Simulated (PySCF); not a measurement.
## A study: H2S, SMILES `S`

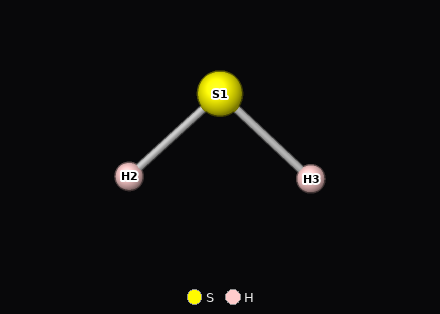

The molecule, with its atoms numbered as below. No frequency check shows the geometry to be a minimum.

Coordinates in Å:

```
S1       0.0000   -0.1021    0.0000
H2       0.9574    0.8165    0.0000
H3      -0.9574    0.8166    0.0000
```

## 1. Bonding charge

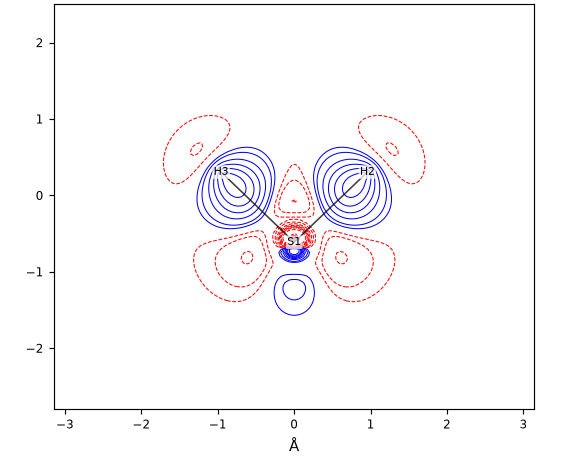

Deformation density (molecule less spherical, spin-averaged free atoms) in the molecular plane; contours at ±0.05 to ±0.8 e/Å³; solid blue lines: gain, dashed red lines: loss.

PySCF calculation, HF/6-311G**, gas phase; geometry: GFN2-xTB.

Describe the bonding that the map shows.

Answer. S1–H2 and S1–H3: +0.21 e/Å³ at the bond critical point (bond length 1.33 Å, Mayer order 1.0). In all, 0.7 electrons gather in the regions of gain relative to the promolecule.

Where do the Hirshfeld charges lie?

Answer. The highest Hirshfeld charge is on H2 and H3 (+0.06 e), the lowest on S1 (−0.12 e).

## 2. Bond critical points

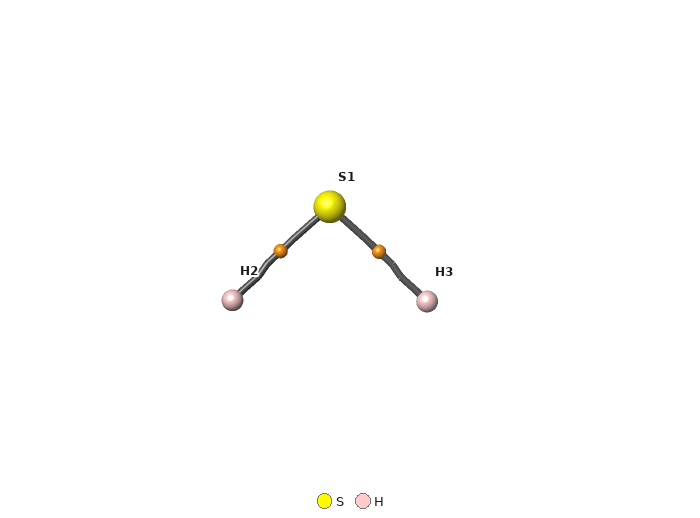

Molecular graph of the electron density (QTAIM): bond paths, bond critical points (orange), ring points (yellow, if any); weak paths are dashed.

How many critical points of each kind are there, and does the count close?

Answer. 3 nuclei, 2 bond, 0 ring and 0 cage critical points: 3 − 2 + 0 − 0 = 1, as the Poincaré–Hopf relation requires.

Tabulate density, Laplacian, ellipticity and energy density at the bond critical points (atomic units).

Answer.
| bond | length (Å) | ρ (a.u.) | ∇²ρ (a.u.) | ε | H (a.u.) |
| --- | --- | --- | --- | --- | --- |
| S1–H2 (2 alike) | 1.327 | 0.223 | −0.37 | 0.38 | −0.290 |

What kind of interaction is S1–H2?

Answer. Shared-shell (covalent): ρ = 0.223, ∇²ρ = −0.37, H = −0.290 a.u.

## 3. Electrostatic potential

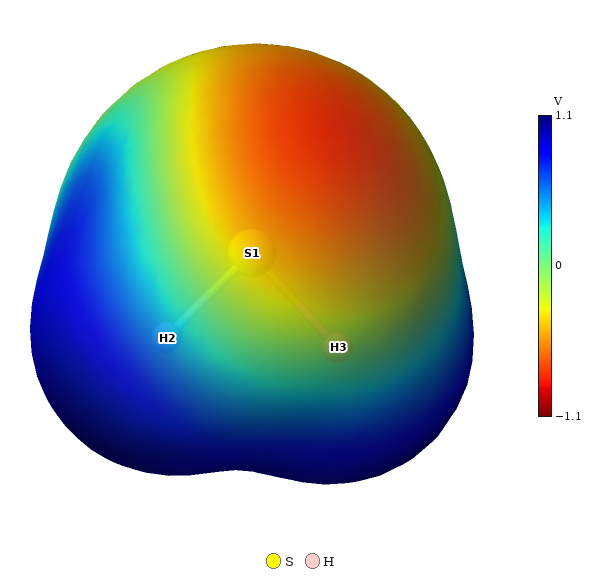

Electrostatic potential on the surface of electron density 0.001 a.u.

Where are the extremes of the potential on the surface?

Answer. Highest: 1.08 V, 1.4 Å from H3, and at like points elsewhere. Lowest: −0.83 V, 2.3 Å from S1, and at like points elsewhere. The surface is sampled at points, so like sites can differ by a few per cent and only the strongest of them is named.

## 4. Excited states

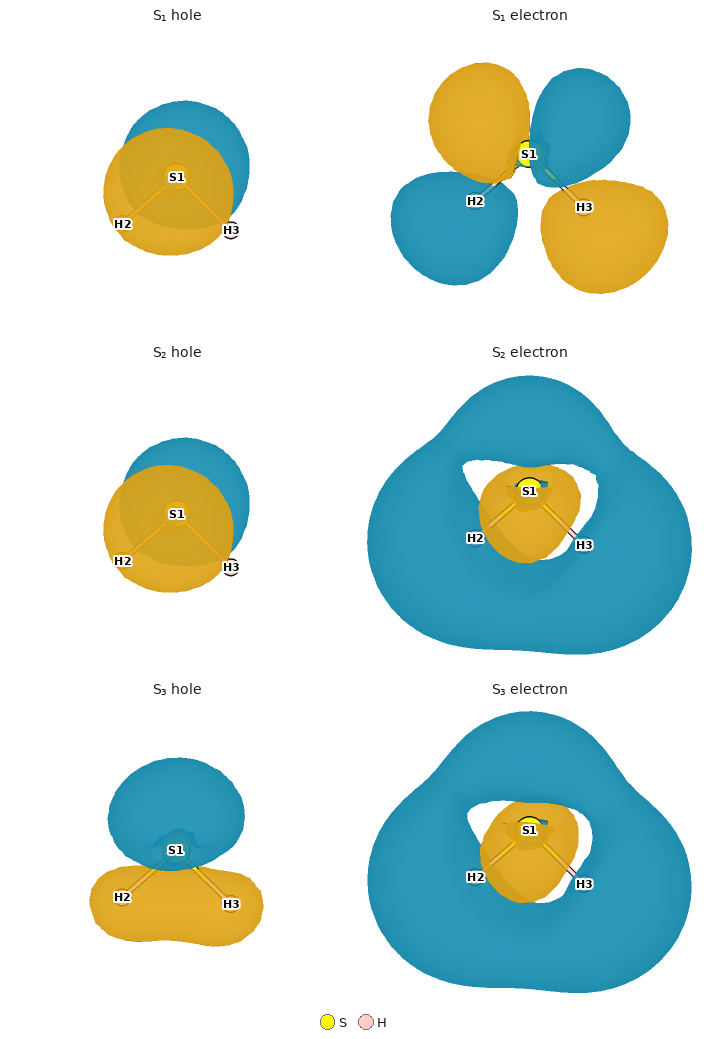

Leading natural transition orbitals (TDA singlet states).

Computed with PySCF, CAM-B3LYP/cc-pVDZ, geometry: GFN2-xTB. Without diffuse functions Rydberg states are missing, so the states' numbers hold for this basis only.

Give the energy and character of each state.

Answer. By state:
- S₁: 6.40 eV (194 nm), f = 0.000 (dark), partly diffuse acceptor orbital, which a basis without diffuse functions describes poorly; the leading pair carries 100 %; hole on S1 (91 %), electron on S1 (59 %) and H2 and H3 (20 % each) (atom shares of so diffuse an orbital are rough); their centroids lie 0.3 Å apart.
- S₂: 6.97 eV (178 nm), f = 0.008, partly diffuse acceptor orbital, which a basis without diffuse functions describes poorly; the leading pair carries 100 %; hole on S1 (91 %), electron on S1 (43 %) and H2 and H3 (28 % each) (atom shares of so diffuse an orbital are rough); their centroids lie 0.8 Å apart.
- S₃: 10.05 eV (123 nm), f = 0.181 (bright), partly diffuse acceptor orbital, which a basis without diffuse functions describes poorly; the leading pair carries 95 %; hole on S1 (79 %) and H2 and H3 (10 % each), electron on S1 (45 %) and H2 and H3 (27 % each) (atom shares of so diffuse an orbital are rough); their centroids lie 0.8 Å apart.

## 5. In an electric field

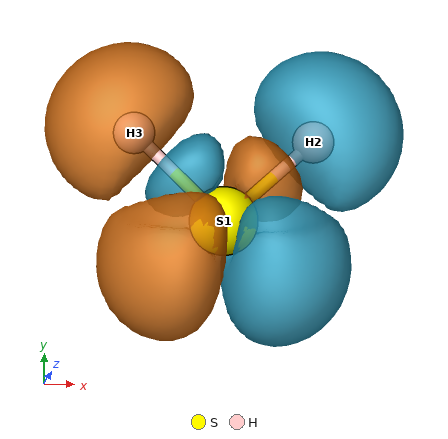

Change of the electron density in a uniform field of 0.26 V/Å, surfaces at ±0.0015 e/Å³ (light blue: gain, orange: loss).

Computed with PySCF, B3LYP/6-31+G*, geometry: GFN2-xTB. The basis has diffuse s and p functions alone, which still leaves polarisabilities too small, most of all across bonds.

Along which Cartesian direction does the field point?

Answer. Along −x: electrons gather on the +x side, against the field.

How large is the response?

Answer. The induced dipole is 0.22 D (along the field); α along this axis, from the fields in both directions, is 17 bohr³ (2.6 Å³).

Which atoms gain and lose the most charge?

Answer. Electrons gather most on H2 (Hirshfeld charge changes by −0.010 e) and leave H3 most (+0.009 e); 0.026 electrons are displaced in all.

## 6. Removing or adding an electron

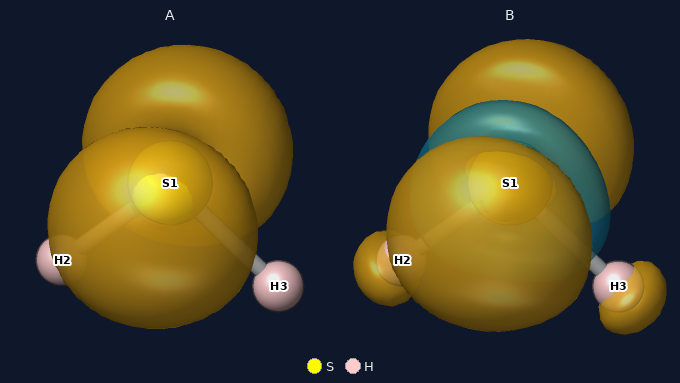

The Fukui function f⁻ from two separate SCF calculations and the density of the HOMO, at ±0.05 e/Å³ (yellow positive, teal negative).

Computed with PySCF, PBE/def2-SVPD, geometry: GFN2-xTB.

Which panel is which, and how good is the frozen-orbital picture?

Answer. B is f⁻ (it has negative regions), A the HOMO density. The HOMO lies on S1 (90 %); f⁻ (Hirshfeld-condensed) is largest on S1 (0.76); the vertical ionisation energy is 10.44 eV. Relaxation shifts 14 % of the electron between atoms. The orbital energy is −6.32 eV.

## 7. Localised orbitals

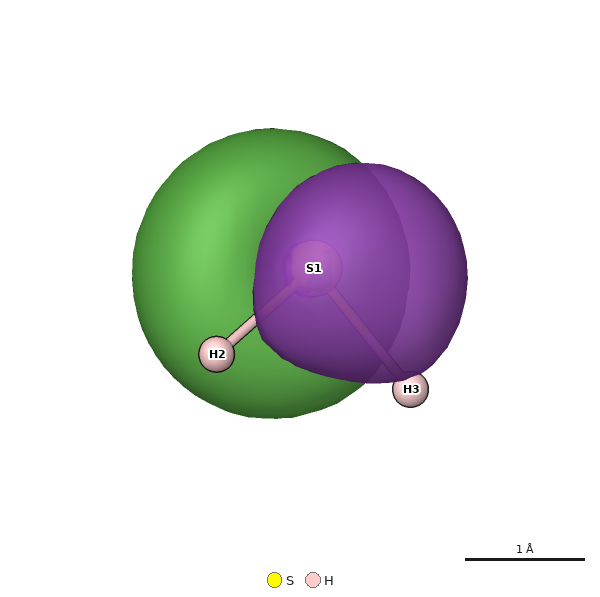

Intrinsic bond orbitals (IBO), occupied; each surface holds about 80 % of the orbital's density. Energies are diagonal elements of the Fock matrix.

Computed with PySCF, HF/def2-SVPD, geometry: GFN2-xTB.

What does this orbital represent?

Answer. Lone pair on S1 (sp10.1-type) (S1 100 %; −11.6 eV).

How do all the valence pairs divide up?

Answer. 4 pairs: 2 σ bonds and 2 lone pairs.
